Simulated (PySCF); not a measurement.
System: C4H9AlOSi.

```xyz
16

Si    3.7016   -0.4591   -0.3538
O     2.1018   -0.1084   -0.4157
Al    0.4832    0.2975   -0.5028
C    -1.0692   -0.5185    0.4654
C    -2.2147   -0.6136   -0.5034
C    -2.8616    0.4441   -0.0144
C    -1.8697    0.6824    1.0782
H     4.1197   -0.7482   -1.7252
H     4.3679    0.7233    0.1920
H     3.8400   -1.6214    0.5239
H     0.1254    1.4700   -1.4233
H    -0.9596   -1.3799    1.1339
H    -2.4162   -1.3021   -1.3073
H    -3.7590    0.9735   -0.2835
H    -2.2371    0.5170    2.0897
H    -1.3600    1.6523    1.0350
```

Geometry: GFN2-xTB.

Level of theory: PBE0/pcSseg-1, SCF density, gas phase, non-relativistic (PySCF).

What will maps of the electron density and electron localisation function show?

Si–O (1.64 Å): the density is about 1.1 e/Å³ at the midpoint; the ELF peaks at about 0.85 between the atoms, as expected for a shared but strongly polarised pair.
Al–O (1.67 Å): ρ is about 0.86 e/Å³ halfway; the ELF peaks at about 0.85 in the valence shell of O, 0.6 Å from its nucleus, and is about 0.35 at the midpoint.
C–Al (2.00 Å): ρ at the midpoint is about 0.67 e/Å³; the ELF peaks at about 0.95 between the atoms; a polar covalent bond.
C–H (1.08 Å): ρ at the midpoint is about 2 e/Å³; the ELF climbs to about 1 towards the hydrogen, as it does in any bond to H: an ordinary covalent bond to hydrogen.

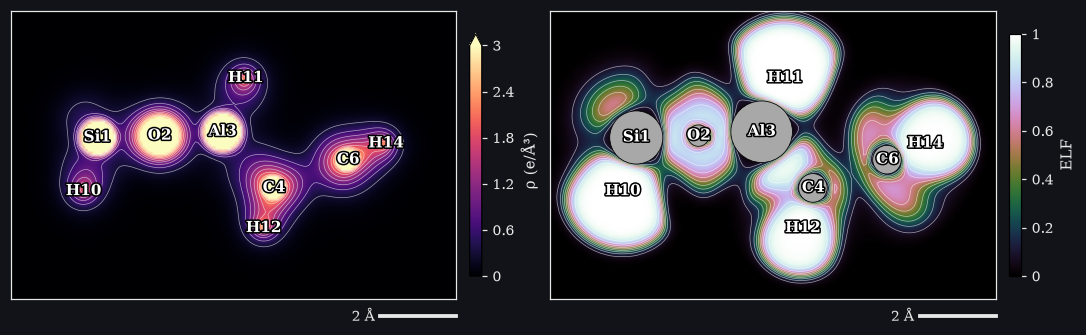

Computed electron density and electron localisation function on the plane of atoms Al3, C4 and H12, in this order. Grey discs cover the atomic cores in the ELF map. 
